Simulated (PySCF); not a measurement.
C2H9AlO: polarizability calculation

System: C2H9AlO, SMILES C[O+](C)[AlH3-].
Method: PBE/cc-pVDZ, RKS (PySCF 2.14.0).

The geometry comes from this level: PBE0-D4/def2-TZVP.

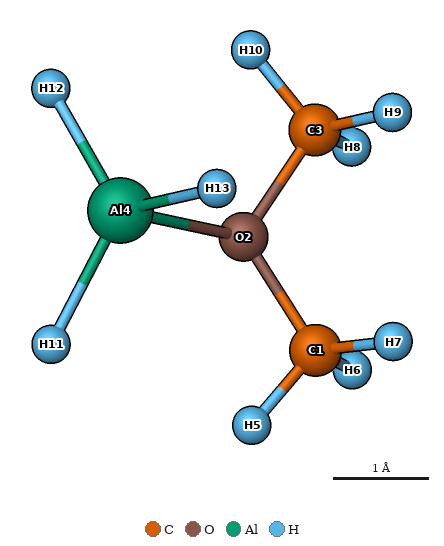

The input geometry (ball-and-stick view, seen at a tilt; atoms are numbered from 1 in the order of the input). Sticks mark near contacts.

### Results in brief

```csv
quantity,value
outcome,converged
total energy,−398.899741 hartree
basis functions,105
HOMO,−6.05 eV
LUMO,−0.42 eV
dipole moment,5.02 D
hardware,"1 thread of Arm Neoverse V1, 24 GiB of memory available, shared host"
wall time,10 min
peak memory,0.61 GiB
```

### Input file (calc.py)
```python
import numpy
from pyscf import gto, dft
from pyscf.prop.polarizability import rks

mol = gto.M(
    atom='''
C     -0.125900     1.186800    -0.841900
O     -0.308900     0.164400     0.133800
C      0.392100     0.416100     1.348700
Al    -0.343900    -1.706300    -0.517300
H     -0.717000     0.903500    -1.710600
H     -0.480900     2.137300    -0.437700
H      0.930200     1.262700    -1.115700
H      0.042900     1.358300     1.776700
H      1.468600     0.461800     1.160900
H      0.165400    -0.409200     2.020700
H     -1.404300    -1.526600    -1.700800
H     -0.793800    -2.422300     0.840100
H      1.196100    -1.861300    -0.942200
''',
    verbose=3,
    max_memory=1860,
    basis='cc-pvdz',
    charge=0,
)

mf = dft.RKS(mol, xc='pbe')
mf.grids.level = 3
mf.conv_tol = 1e-10
mf.kernel()
if not mf.converged:
    mf = mf.newton().run(mf.mo_coeff, mf.mo_occ)

etot = mf.e_tot
print('E(%s) = %.9f' % ('PBE', etot))
pol = rks.Polarizability(mf)
alpha = pol.polarizability()
print('isotropic polarizability %.4f bohr^3' % (numpy.trace(alpha) / 3))
alpha_w = pol.polarizability_with_freq(freq=0.0774)
```

Launch command:
```bash
OMP_NUM_THREADS=1 python calc.py
```

### What the program printed
```
converged SCF energy = -398.899740591623
E(PBE) = -398.899740592
isotropic polarizability 56.6693 bohr^3
```

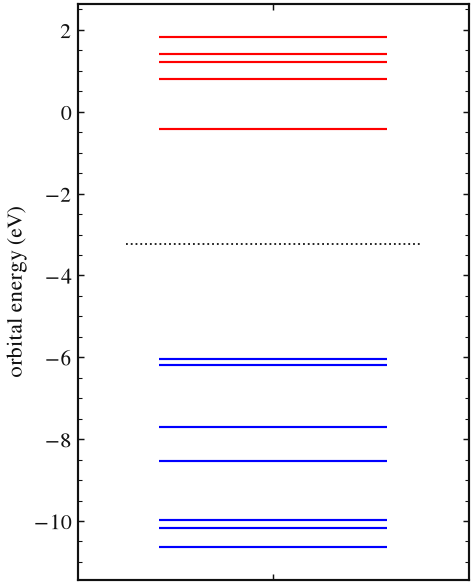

Orbital energies near the frontier; the dotted line parts filled from empty levels, and levels within 0.02 eV of each other stand side by side. Highest filled −6.05 eV, lowest empty −0.42 eV, 5.63 eV apart.
